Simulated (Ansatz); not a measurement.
# AlHBrCl3: nudged elastic band

System: AlHBrCl3.
Method: RKS PBE0-D4/def2-SVP (Ansatz 0.2.0).

Figures and captions count atoms from 1; the log counts them from 0 in places.

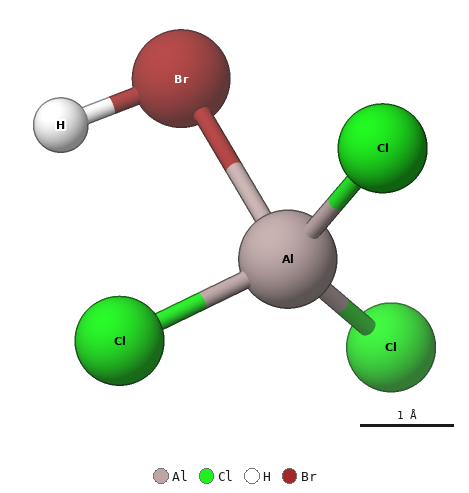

Fig. 1: The starting structure (ball-and-stick view, seen at a tilt). Sticks mark near contacts.

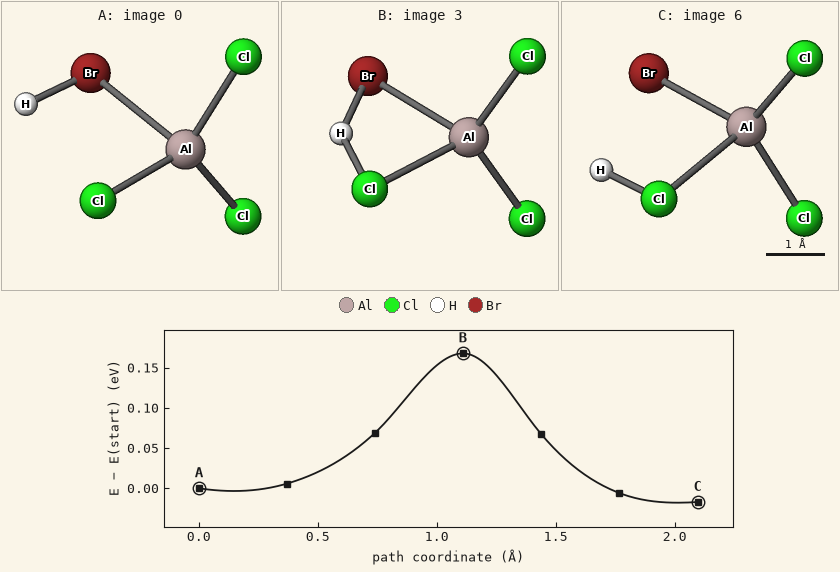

Fig. 2: Images of the last band (counted from 0; ball-and-stick, seen at a tilt) above the energy along the path; the line is a cubic interpolation that uses the forces. The highest image is number 3, 0.168 eV above the start and 0.185 eV above the end (the climbing image); the end lies 0.017 eV below the start. The path is 2.10 Å long. The band converged in 9 iterations. The end points carry forces over 0.1 eV/Å, so they aren't fully relaxed minima and the barriers are approximate.

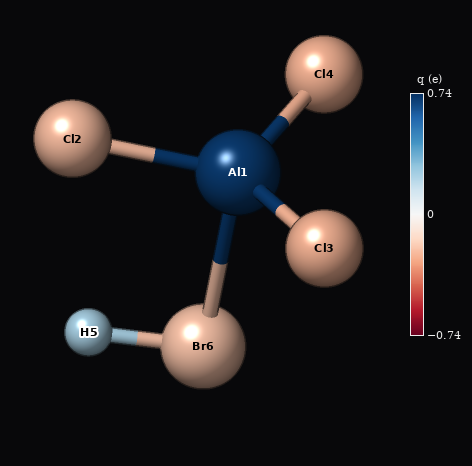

Fig. 3: Mulliken charges, as the colour of each atom (ball-and-stick view, seen at a tilt; atoms are numbered from 1 in the order of the input). By element: Al +0.71, Cl −0.25 to −0.23, H +0.24 and Br −0.21 e.

The input that produced these results follows, with the program's output.

Input file:
```yaml
crystal:
  periodic: [false, false, false]
  atoms:
    - {symbol: Al, position_ang: [-0.147348, 0.586765, -0.519426]}
    - {symbol: Cl, position_ang: [1.844685, 0.080011, -0.946605]}
    - {symbol: Cl, position_ang: [-1.635180, -0.080827, -1.822250]}
    - {symbol: Cl, position_ang: [-0.508472, 2.325812, 0.576921]}
    - {symbol: H, position_ang: [0.895258, -1.675916, 1.260608]}
    - {symbol: Br, position_ang: [-0.449043, -1.235946, 1.450651]}
basis:
  gaussian: {orbitals: def2-SVP}
hamiltonian: {xc: pbe0, dispersion: d4}
neb:
  images: 5
  climbing: true
  max_iterations: 40
  initial_path: idpp
  final_atoms:
    - {symbol: Al, position_ang: [-0.649059, 0.350346, -0.046663]}
    - {symbol: Cl, position_ang: [1.753793, -0.272812, -0.550006]}
    - {symbol: Cl, position_ang: [-1.521880, -0.066507, -1.894628]}
    - {symbol: Cl, position_ang: [-0.393145, 2.344456, 0.508846]}
    - {symbol: H, position_ang: [1.681525, -1.165571, 0.379469]}
    - {symbol: Br, position_ang: [-0.871334, -1.190013, 1.602882]}
```

Run as:
```bash
ansatz run in.yaml --threads 8 --pin off --events-out ev --progress --plain --max-ram 19148MiB
```

Output:
```
Functional definition: PBE0
  name "PBE0"
  cite "Adamo & Barone, J. Chem. Phys. 110, 6158 (1999) doi:10.1063/1.478522"
  cite "Perdew, Burke & Ernzerhof, Phys. Rev. Lett. 77, 3865 (1996) doi:10.1103/PhysRevLett.77.3865"
  parent pbe
  parameter a = 0.25
  parameter kappa = 0.804
  parameter beta = 0.06672455060314922
  exchange = (1 - a)*pbe_x(kappa = kappa, mu = beta*pi^2/3) + a*exact_x
  correlation = pbe_c(beta = beta)
1069 factors; integrals over basis functions are off by at most 2.5e-4 eV
mean field evaluation 1: about -114186.9014 eV, gradient 1.9e1 eV
mean field evaluation 2: about -114187.0247 eV, gradient 1.8e1 eV
mean field evaluation 4: about -114187.8338 eV, gradient 4.5e-1 eV
mean field evaluation 8: about -114187.8457 eV, gradient 2.5e-2 eV
mean field -114187.84567014 eV, -4196.3259290759 hartree, gradient 2.8e-5 eV, S^2 0.000000; 0 other end points of the search recorded, 0 dependent functions left out
the calculation of the forces begins
reference -114187.84569684 eV, -4196.3259300570 hartree; 50, 50 occupied and 59, 59 virtual orbitals, 1069 factors
1071 factors; integrals over basis functions are off by at most 9.9e-4 eV
mean field evaluation 16: about -114187.0174 eV, gradient 1.7e1 eV
mean field -114187.86228456 eV, -4196.3265396446 hartree, gradient 3.1e-5 eV, S^2 0.000000; 0 other end points of the search recorded, 0 dependent functions left out
[... from here on the field's lines of each further geometry are left out, up to the last ...]
WARN: NEB end point (image 0): max|allowed force component| = 1.277e-1 eV/Å (the criterion of neb.relax_end_points is 1.000e-2). That is over neb.f_tol: it is no minimum, so the barrier can be far off. Relax it first
WARN: NEB end point (image 6): max|allowed force component| = 1.799e-1 eV/Å (the criterion of neb.relax_end_points is 1.000e-2). That is over neb.f_tol: it is no minimum, so the barrier can be far off. Relax it first
NEB iter   1: max|band force component| = 2.260e0 eV/Å  barrier→ = 1.5976 eV  barrier← = 1.6147 eV  Δτ_max = 0.2000 Å  (173 SCF iters)
NEB iter   2: max|band force component| = 3.212e0 eV/Å  barrier→ = 0.9024 eV  barrier← = 0.9194 eV  Δτ_max = 0.1288 Å  (140 SCF iters)
NEB iter   3: max|band force component| = 2.585e0 eV/Å  barrier→ = 0.7514 eV  barrier← = 0.7685 eV  Δτ_max = 0.2000 Å  (139 SCF iters)
NEB iter   4: max|band force component| = 2.926e0 eV/Å  barrier→ = 0.2485 eV  barrier← = 0.2656 eV  Δτ_max = 0.1008 Å  (137 SCF iters)
NEB iter   5: max|band force component| = 7.244e-1 eV/Å  barrier→ = 0.1604 eV  barrier← = 0.1775 eV  Δτ_max = 0.1402 Å  (133 SCF iters)
NEB iter   6: max|band force component| = 2.590e-1 eV/Å  barrier→ = 0.1714 eV  barrier← = 0.1885 eV  CI = image 3  Δτ_max = 0.0511 Å  (132 SCF iters)
NEB iter   7: max|band force component| = 1.888e-1 eV/Å  barrier→ = 0.1687 eV  barrier← = 0.1858 eV  CI = image 3  Δτ_max = 0.0117 Å  (133 SCF iters)
NEB iter   8: max|band force component| = 5.869e-2 eV/Å  barrier→ = 0.1680 eV  barrier← = 0.1851 eV  CI = image 3  Δτ_max = 0.0040 Å  (118 SCF iters)
the calculation of the forces begins
reference -114187.85812593 eV, -4196.3263868177 hartree; 50, 50 occupied and 59, 59 virtual orbitals, 1071 factors
these checks for a lower state are left out or cut short: stability, starts, cluster_reference, orbital_swaps, neighbouring_geometries, increment
1071 factors; integrals over basis functions are off by at most 9.7e-4 eV
mean field -114187.86431404 eV, -4196.3266142266 hartree, gradient 1.9e-6 eV, S^2 0.000000; 0 other end points of the search recorded, 0 dependent functions left out
the calculation of the forces begins
reference -114187.86433981 eV, -4196.3266151738 hartree; 50, 50 occupied and 59, 59 virtual orbitals, 1071 factors
NEB iter   9: max|band force component| = 1.121e-2 eV/Å  barrier→ = 0.1678 eV  barrier← = 0.1849 eV  CI = image 3  Δτ_max = 0.0000 Å  (774 SCF iters)
Total energy: -114187.90134662 eV, -4196.3279751488 hartree
Atom 0 at    -0.347003     0.432392    -0.270816 Å, force    -0.000883     0.001863    -0.001454 eV/Å
Atom 1 at     1.775035    -0.298465    -0.534260 Å, force    -0.001848    -0.000173     0.001042 eV/Å
Atom 2 at    -1.563224    -0.099749    -1.883135 Å, force     0.001704     0.000240     0.000839 eV/Å
Atom 3 at    -0.417066     2.348395     0.557413 Å, force     0.000912    -0.001454    -0.000850 eV/Å
Atom 4 at     0.992202    -1.106267     0.643700 Å, force    -0.007443     0.000866     0.002626 eV/Å
Atom 5 at    -0.440044    -1.276408     1.486998 Å, force     0.007557    -0.001342    -0.002203 eV/Å
Dipole moment:     0.220634    -0.328701     0.226107 e Å
```

The last band as extended XYZ (Å, eV, eV/Å):
```
6
Properties=species:S:1:pos:R:3:forces:R:3 image=0 energy=-114188.06915
Al   -0.1473    0.5868   -0.5194   -0.0230   0.0096   0.0012
Cl    1.8447    0.0800   -0.9466    0.1277  -0.0696   0.0098
Cl   -1.6352   -0.0808   -1.8222   -0.1041  -0.0636  -0.0850
Cl   -0.5085    2.3258    0.5769   -0.0207   0.1145   0.0925
H     0.8953   -1.6759    1.2606    0.0647  -0.0063  -0.0241
Br   -0.4490   -1.2359    1.4507   -0.0445   0.0154   0.0055
6
Properties=species:S:1:pos:R:3:forces:R:3 image=1 energy=-114188.06337
Al   -0.1901    0.5532   -0.4657    0.0140   0.0127  -0.0193
Cl    1.8197   -0.0435   -0.8110    0.0038   0.0277  -0.0296
Cl   -1.6357   -0.0996   -1.8307   -0.0067   0.0029   0.0032
Cl   -0.4974    2.3318    0.5931   -0.0080   0.0002   0.0005
H     0.9291   -1.4687    1.0369    0.0004  -0.0503   0.0502
Br   -0.4257   -1.2734    1.4773   -0.0036   0.0067  -0.0050
6
Properties=species:S:1:pos:R:3:forces:R:3 image=2 energy=-114188.00049
Al   -0.2425    0.4964   -0.3841    0.0854   0.0491  -0.0893
Cl    1.7959   -0.1625   -0.6804    0.0186   0.0924  -0.1014
Cl   -1.6063   -0.1109   -1.8464   -0.0233  -0.0047   0.0172
Cl   -0.4623    2.3325    0.5893   -0.0240  -0.0061   0.0158
H     0.9187   -1.2566    0.8290   -0.0669  -0.1213   0.1531
Br   -0.4035   -1.2990    1.4925    0.0102  -0.0094   0.0046
6
Properties=species:S:1:pos:R:3:forces:R:3 image=3 energy=-114187.90132
Al   -0.3470    0.4324   -0.2708   -0.0009   0.0019  -0.0015
Cl    1.7750   -0.2985   -0.5343   -0.0018  -0.0002   0.0010
Cl   -1.5632   -0.0997   -1.8831    0.0017   0.0002   0.0008
Cl   -0.4171    2.3484    0.5574    0.0009  -0.0015  -0.0008
H     0.9922   -1.1063    0.6437   -0.0074   0.0009   0.0026
Br   -0.4400   -1.2764    1.4870    0.0076  -0.0013  -0.0022
6
Properties=species:S:1:pos:R:3:forces:R:3 image=4 energy=-114188.00150
Al   -0.4710    0.3939   -0.1740   -0.1438  -0.0470   0.1147
Cl    1.7867   -0.3648   -0.4732   -0.0007  -0.0526   0.0531
Cl   -1.5156   -0.0815   -1.9199    0.0298   0.0124  -0.0213
Cl   -0.3711    2.3632    0.5171    0.0277   0.0077  -0.0259
H     1.1685   -1.0818    0.5363    0.2273   0.0419  -0.1488
Br   -0.5975   -1.2292    1.5136   -0.1402   0.0377   0.0280
6
Properties=species:S:1:pos:R:3:forces:R:3 image=5 energy=-114188.07503
Al   -0.5764    0.3780   -0.1085   -0.0396  -0.0040   0.0226
Cl    1.7883   -0.3521   -0.4867   -0.0007   0.0087  -0.0084
Cl   -1.4915   -0.0639   -1.9369    0.0074   0.0048  -0.0046
Cl   -0.3520    2.3699    0.4894    0.0058   0.0015  -0.0079
H     1.3980   -1.1424    0.4894    0.0818  -0.0223  -0.0160
Br   -0.7666   -1.1896    1.5533   -0.0547   0.0114   0.0143
6
Properties=species:S:1:pos:R:3:forces:R:3 image=6 energy=-114188.08624
Al   -0.6409    0.3626   -0.0628   -0.0222  -0.0599   0.0706
Cl    1.7586   -0.3126   -0.5123    0.0467   0.1392  -0.1616
Cl   -1.4851   -0.0545   -1.9240   -0.0642  -0.0415  -0.1435
Cl   -0.3563    2.3565    0.4795    0.0266   0.1524   0.0498
H     1.6501   -1.1949    0.4236   -0.0203  -0.1698   0.1799
Br   -0.9265   -1.1572    1.5959    0.0333  -0.0205   0.0049
```

Results in brief:

```tsv
quantity	value
outcome	converged
barrier, forward	0.168 eV
barrier, backward	0.185 eV
dipole moment (one image of the band)	2.19 D
hardware	8 threads of Arm Neoverse V1, 23 GiB of memory available, shared host
wall time	79 s (CPU time 9.1 min)
peak memory	0.54 GiB
```
